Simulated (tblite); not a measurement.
# Run report: C4H7BrO3Si2, geometry relaxation (part 4 of 4)

The same run, continued: C4H7BrO3Si2; GFN2-xTB geometry optimisation, gas phase (tblite 0.8.0). It belongs to a series of runs on one base structure; here: H on Si replaced by OSiH3.

Geometry of the input (Å):
```
Si 3.9107  0.0263  -0.4212
O  2.6767  -1.1042  0.0415
Si 1.2796  -0.2511  0.5222
O  -0.0655  -0.9522  -0.3564
C  -1.3197  -0.4123  -0.0969
C  -2.4956  -0.8679  -0.7214
C  -3.5242  -0.0872  -0.2403
C  -2.9366  0.8183  0.6607
Br -3.7998  2.1710  1.6786
O  -1.6495  0.5763  0.6972
H  3.8074  1.1234  0.5555
H  3.6162  0.4690  -1.7912
H  5.1873  -0.6393  -0.4005
H  1.0629  -0.2210  1.9627
H  1.4360  1.1830  0.1098
H  -2.6117  -1.6589  -1.4169
H  -4.5813  -0.1611  -0.4943
```

Trajectory as extended XYZ, continued
```
17
Properties=species:S:1:pos:R:3:forces:R:3 step=94 energy=-871.98549
Si    4.0348   -0.2303   -0.5255   -0.0030  -0.0230  -0.0050
O     2.4812    0.0074   -0.1212   -0.0040  -0.0190  -0.0190
Si    1.1222    0.4506    0.5946    0.0010   0.0050  -0.0120
O    -0.0067   -0.3149   -0.3301   -0.0140   0.0160   0.0070
C    -1.3074   -0.2155   -0.1715   -0.0090  -0.0050   0.0110
C    -2.3314   -0.8714   -0.7879    0.0060  -0.0040   0.0030
C    -3.5290   -0.3625   -0.2168    0.0090   0.0010  -0.0060
C    -3.1329    0.5581    0.6967    0.0120  -0.0050   0.0030
Br   -4.1007    1.6564    1.8443   -0.0060  -0.0010   0.0060
O    -1.7818    0.6621    0.7426    0.0030   0.0020   0.0020
H     4.8279    0.6430    0.3349    0.0210   0.0250   0.0220
H     4.1373    0.1350   -1.9350   -0.0010  -0.0040  -0.0040
H     4.3144   -1.6422   -0.2749   -0.0110   0.0100  -0.0090
H     1.0766   -0.0960    1.9432   -0.0060   0.0110   0.0220
H     0.9681    1.8950    0.4936   -0.0040  -0.0130  -0.0070
H    -2.2449   -1.6198   -1.5459    0.0010   0.0030  -0.0080
H    -4.5346   -0.6428   -0.4522    0.0050   0.0030  -0.0050
17
Properties=species:S:1:pos:R:3:forces:R:3 step=97 energy=-871.98621
Si    4.0358   -0.2369   -0.5214   -0.0050   0.0300   0.0140
O     2.4795   -0.0276   -0.1106   -0.0030  -0.0140  -0.0200
Si    1.1238    0.4528    0.5883    0.0140  -0.0040   0.0040
O    -0.0086   -0.3197   -0.3254   -0.0080   0.0220  -0.0010
C    -1.3092   -0.2169   -0.1695   -0.0010   0.0140  -0.0030
C    -2.3336   -0.8653   -0.7926    0.0050  -0.0210   0.0170
C    -3.5304   -0.3605   -0.2176   -0.0060   0.0230  -0.0150
C    -3.1342    0.5525    0.7035    0.0030   0.0210  -0.0140
Br   -4.0995    1.6432    1.8616   -0.0020  -0.0090  -0.0070
O    -1.7832    0.6583    0.7466    0.0120  -0.0220   0.0430
H     4.8161    0.6499    0.3402    0.0080  -0.0050   0.0040
H     4.1302    0.1404   -1.9282    0.0030  -0.0080  -0.0110
H     4.3343   -1.6455   -0.2801   -0.0090   0.0000  -0.0030
H     1.0750   -0.0646    1.9487   -0.0150   0.0120   0.0130
H     0.9824    1.8971    0.4616   -0.0040  -0.0260  -0.0140
H    -2.2504   -1.6107   -1.5531    0.0130  -0.0070  -0.0240
H    -4.5350   -0.6346   -0.4630   -0.0080  -0.0060   0.0150
17
Properties=species:S:1:pos:R:3:forces:R:3 step=99 energy=-871.98688
Si    4.0356   -0.2449   -0.5172    0.0100   0.0520   0.0020
O     2.4786   -0.0516   -0.1019   -0.0230   0.0030  -0.0040
Si    1.1269    0.4617    0.5821    0.0030  -0.0280   0.0270
O    -0.0094   -0.3115   -0.3255    0.0180   0.0050  -0.0120
C    -1.3097   -0.2129   -0.1693    0.0100   0.0020   0.0010
C    -2.3323   -0.8601   -0.7973   -0.0020  -0.0070   0.0140
C    -3.5297   -0.3601   -0.2190   -0.0080   0.0110  -0.0080
C    -3.1351    0.5454    0.7105   -0.0160   0.0200  -0.0210
Br   -4.1051    1.6213    1.8787    0.0040  -0.0070  -0.0100
O    -1.7844    0.6536    0.7546   -0.0060  -0.0270   0.0290
H     4.8134    0.6454    0.3451   -0.0040  -0.0210  -0.0070
H     4.1257    0.1371   -1.9234    0.0060  -0.0040  -0.0070
H     4.3396   -1.6530   -0.2860   -0.0020  -0.0130   0.0080
H     1.0663   -0.0274    1.9533   -0.0080   0.0070  -0.0060
H     0.9963    1.9043    0.4353    0.0030  -0.0080  -0.0250
H    -2.2502   -1.6010   -1.5633    0.0230   0.0190  -0.0040
H    -4.5335   -0.6343   -0.4679   -0.0080  -0.0020   0.0220
17
Properties=species:S:1:pos:R:3:forces:R:3 step=102 energy=-871.98768
Si    4.0350   -0.2435   -0.5105    0.0020  -0.0140  -0.0240
O     2.4766   -0.0858   -0.0847   -0.0070   0.0100   0.0050
Si    1.1266    0.4606    0.5767   -0.0030  -0.0040  -0.0020
O    -0.0088   -0.3193   -0.3257    0.0030  -0.0080  -0.0050
C    -1.3088   -0.2178   -0.1684   -0.0010  -0.0190   0.0190
C    -2.3342   -0.8560   -0.8012   -0.0010   0.0110  -0.0100
C    -3.5298   -0.3522   -0.2221   -0.0010  -0.0110   0.0060
C    -3.1312    0.5431    0.7150   -0.0080  -0.0040   0.0010
Br   -4.0995    1.6055    1.8952   -0.0020   0.0120   0.0040
O    -1.7798    0.6401    0.7656   -0.0100   0.0020  -0.0070
H     4.8055    0.6485    0.3535    0.0040   0.0090   0.0040
H     4.1113    0.1406   -1.9173    0.0100   0.0110   0.0010
H     4.3620   -1.6491   -0.2906   -0.0080  -0.0010   0.0110
H     1.0512    0.0067    1.9582   -0.0040   0.0020   0.0040
H     1.0077    1.9005    0.3892    0.0050  -0.0180  -0.0110
H    -2.2549   -1.5896   -1.5749    0.0220   0.0220   0.0020
H    -4.5359   -0.6203   -0.4690   -0.0010   0.0000   0.0050
17
Properties=species:S:1:pos:R:3:forces:R:3 step=104 energy=-871.98792
Si    4.0357   -0.2390   -0.5094   -0.0070  -0.0180  -0.0010
O     2.4762   -0.1031   -0.0783    0.0100   0.0040  -0.0020
Si    1.1255    0.4509    0.5755    0.0050   0.0030  -0.0130
O    -0.0096   -0.3334   -0.3236   -0.0110  -0.0090   0.0110
C    -1.3093   -0.2260   -0.1658   -0.0060   0.0000   0.0060
C    -2.3379   -0.8558   -0.8014    0.0010   0.0060  -0.0080
C    -3.5316   -0.3467   -0.2233   -0.0020  -0.0020   0.0060
C    -3.1292    0.5464    0.7143    0.0020  -0.0080   0.0120
Br   -4.0901    1.6117    1.8983   -0.0040   0.0080  -0.0030
O    -1.7773    0.6347    0.7672    0.0030   0.0060   0.0040
H     4.7968    0.6602    0.3562    0.0000   0.0060  -0.0030
H     4.1054    0.1501   -1.9149    0.0100   0.0090  -0.0010
H     4.3790   -1.6413   -0.2901   -0.0110   0.0080   0.0040
H     1.0499    0.0105    1.9612   -0.0080   0.0020   0.0020
H     1.0089    1.8886    0.3712    0.0020  -0.0150  -0.0020
H    -2.2604   -1.5867   -1.5770    0.0160   0.0010  -0.0110
H    -4.5389   -0.6088   -0.4710   -0.0030  -0.0010   0.0000
17
Properties=species:S:1:pos:R:3:forces:R:3 step=107 energy=-871.98811
Si    4.0372   -0.2372   -0.5098    0.0020   0.0110   0.0110
O     2.4768   -0.1123   -0.0779    0.0090  -0.0020  -0.0060
Si    1.1262    0.4437    0.5740   -0.0080  -0.0080   0.0050
O    -0.0116   -0.3425   -0.3199   -0.0010  -0.0150   0.0100
C    -1.3110   -0.2311   -0.1624    0.0050   0.0150  -0.0090
C    -2.3406   -0.8555   -0.8019   -0.0010   0.0010   0.0070
C    -3.5333   -0.3436   -0.2235    0.0020   0.0010  -0.0030
C    -3.1290    0.5478    0.7153    0.0010  -0.0090   0.0070
Br   -4.0867    1.6180    1.8981   -0.0010   0.0000  -0.0090
O    -1.7767    0.6317    0.7695   -0.0030  -0.0070   0.0070
H     4.7930    0.6688    0.3557   -0.0110  -0.0120  -0.0120
H     4.1078    0.1576   -1.9140    0.0050   0.0000   0.0020
H     4.3864   -1.6374   -0.2898   -0.0060   0.0030   0.0010
H     1.0493    0.0126    1.9631   -0.0020  -0.0030  -0.0070
H     1.0085    1.8792    0.3645    0.0030   0.0150  -0.0080
H    -2.2619   -1.5853   -1.5789    0.0050   0.0090   0.0020
H    -4.5411   -0.6023   -0.4732    0.0010   0.0020   0.0030
17
Properties=species:S:1:pos:R:3:forces:R:3 step=109 energy=-871.98827
Si    4.0371   -0.2398   -0.5090    0.0020   0.0050  -0.0040
O     2.4772   -0.1131   -0.0764   -0.0070   0.0050   0.0010
Si    1.1264    0.4475    0.5720   -0.0020  -0.0020   0.0070
O    -0.0117   -0.3414   -0.3185    0.0030  -0.0090  -0.0030
C    -1.3109   -0.2289   -0.1620    0.0030   0.0020   0.0010
C    -2.3393   -0.8527   -0.8038   -0.0030  -0.0020   0.0090
C    -3.5329   -0.3446   -0.2233    0.0070  -0.0030  -0.0050
C    -3.1296    0.5434    0.7192    0.0010  -0.0070  -0.0010
Br   -4.0900    1.6118    1.9011   -0.0020   0.0010  -0.0030
O    -1.7774    0.6293    0.7739   -0.0060  -0.0060  -0.0020
H     4.7952    0.6643    0.3550   -0.0040  -0.0030   0.0000
H     4.1099    0.1561   -1.9131    0.0020  -0.0020   0.0050
H     4.3820   -1.6409   -0.2898   -0.0030  -0.0010   0.0010
H     1.0436    0.0220    1.9623    0.0070  -0.0020  -0.0040
H     1.0107    1.8827    0.3566    0.0040   0.0070  -0.0080
H    -2.2563   -1.5803   -1.5828   -0.0080   0.0170   0.0080
H    -4.5410   -0.6034   -0.4723    0.0060   0.0000  -0.0010
17
Properties=species:S:1:pos:R:3:forces:R:3 step=112 energy=-871.98833
Si    4.0361   -0.2424   -0.5086   -0.0030  -0.0030   0.0010
O     2.4767   -0.1125   -0.0747   -0.0010   0.0050   0.0000
Si    1.1263    0.4518    0.5713    0.0020   0.0040  -0.0030
O    -0.0112   -0.3381   -0.3191   -0.0010   0.0020   0.0010
C    -1.3104   -0.2259   -0.1623    0.0010  -0.0050   0.0050
C    -2.3377   -0.8507   -0.8044    0.0000  -0.0030   0.0010
C    -3.5322   -0.3466   -0.2232    0.0000   0.0030   0.0020
C    -3.1305    0.5400    0.7211    0.0010   0.0020   0.0030
Br   -4.0925    1.6055    1.9044   -0.0030   0.0000  -0.0020
O    -1.7786    0.6293    0.7753    0.0040  -0.0020   0.0040
H     4.7961    0.6595    0.3555   -0.0010   0.0000   0.0020
H     4.1093    0.1533   -1.9123    0.0020   0.0000   0.0000
H     4.3780   -1.6445   -0.2896   -0.0030   0.0020   0.0010
H     1.0419    0.0287    1.9618    0.0060  -0.0010   0.0020
H     1.0142    1.8870    0.3507    0.0010  -0.0030  -0.0040
H    -2.2526   -1.5755   -1.5851   -0.0090   0.0010  -0.0060
H    -4.5399   -0.6068   -0.4719    0.0030  -0.0030  -0.0040
17
Properties=species:S:1:pos:R:3:forces:R:3 step=114 energy=-871.98837
Si    4.0355   -0.2453   -0.5081    0.0000   0.0020   0.0090
O     2.4769   -0.1110   -0.0728    0.0080   0.0010  -0.0050
Si    1.1267    0.4562    0.5705   -0.0030  -0.0040  -0.0050
O    -0.0110   -0.3344   -0.3194    0.0020   0.0040   0.0060
C    -1.3103   -0.2242   -0.1620    0.0050  -0.0030   0.0000
C    -2.3368   -0.8495   -0.8049    0.0020   0.0000  -0.0050
C    -3.5318   -0.3482   -0.2230   -0.0040   0.0030   0.0070
C    -3.1315    0.5372    0.7231   -0.0020   0.0060   0.0020
Br   -4.0954    1.5996    1.9078   -0.0010  -0.0010  -0.0030
O    -1.7797    0.6290    0.7768    0.0020  -0.0060   0.0070
H     4.7983    0.6553    0.3556   -0.0050  -0.0060  -0.0010
H     4.1103    0.1511   -1.9114    0.0010  -0.0010  -0.0030
H     4.3739   -1.6485   -0.2895   -0.0050   0.0050   0.0000
H     1.0417    0.0358    1.9619    0.0050   0.0000   0.0010
H     1.0166    1.8905    0.3454   -0.0010   0.0040  -0.0020
H    -2.2518   -1.5711   -1.5883   -0.0040  -0.0060  -0.0070
H    -4.5386   -0.6105   -0.4726   -0.0020   0.0000  -0.0020
```

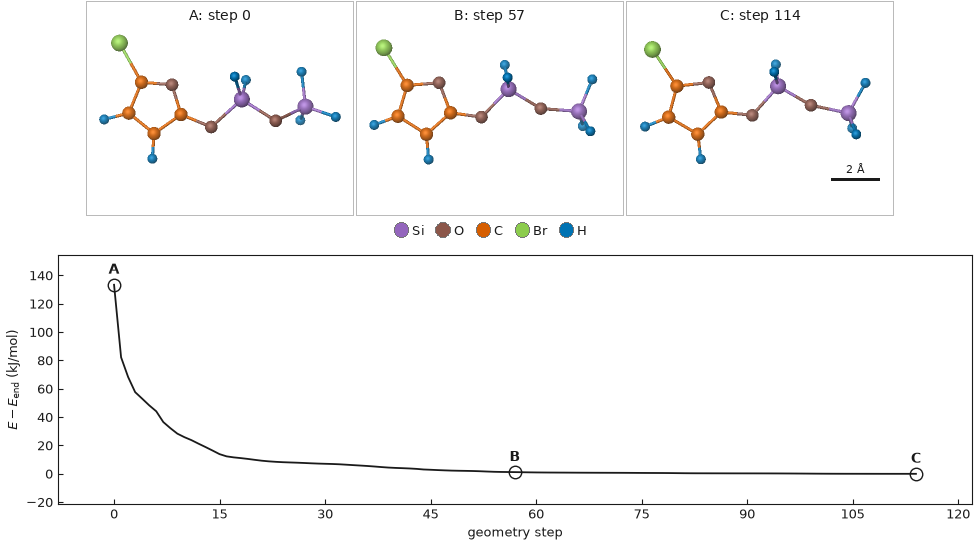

*Frames of the relaxation (ball-and-stick view, seen on its broad side) above the curves, on which the letters mark them (steps are counted from 0).*

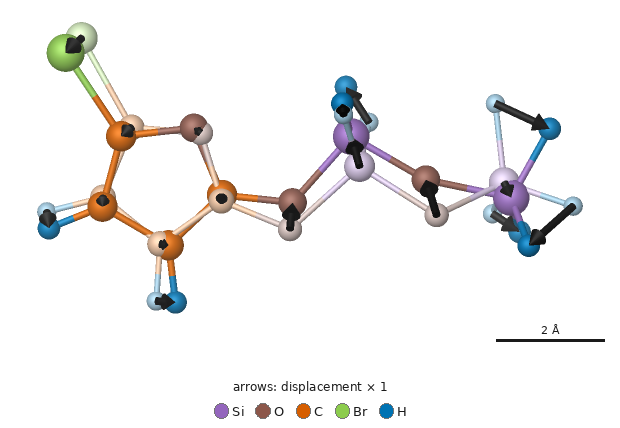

*Start (faint) and end (solid) with the displacements as black arrows, at true length (ball-and-stick view, seen on its broad side). The two geometries are laid on each other by the best rigid fit.*

The atom that moves furthest after the best rigid fit is H13 (1.33 Å). Largest moves by element: H 1.33 Å, O 1.01 Å, Si 0.72 Å, Br 0.64 Å, C 0.33 Å. Among the contacts that change: Si1–O2 1.736 → 1.624 Å, O2–Si3 1.706 → 1.600 Å, Si3–O4 1.753 → 1.647 Å, O4–C5 1.390 → 1.313 Å. Among the angles that change: Si1–O2–Si3 109.4° → 161.3°, O4–C5–O10 129.3° → 118.6°, H14–Si3–H15 105.5° → 115.3°. After 114 geometry steps the energy has fallen by 133.4 kJ/mol. The largest force component goes from 2.7 to 0.009 eV/Å. (Atoms are counted from 1 in the order of the input.)

Summary

```json
{"quantity": "outcome", "value": "converged"}
{"quantity": "total energy", "value": "−871.9884 eV"}
{"quantity": "wall time", "value": "1.3 s"}
{"quantity": "peak memory", "value": "0.18 GiB"}
```
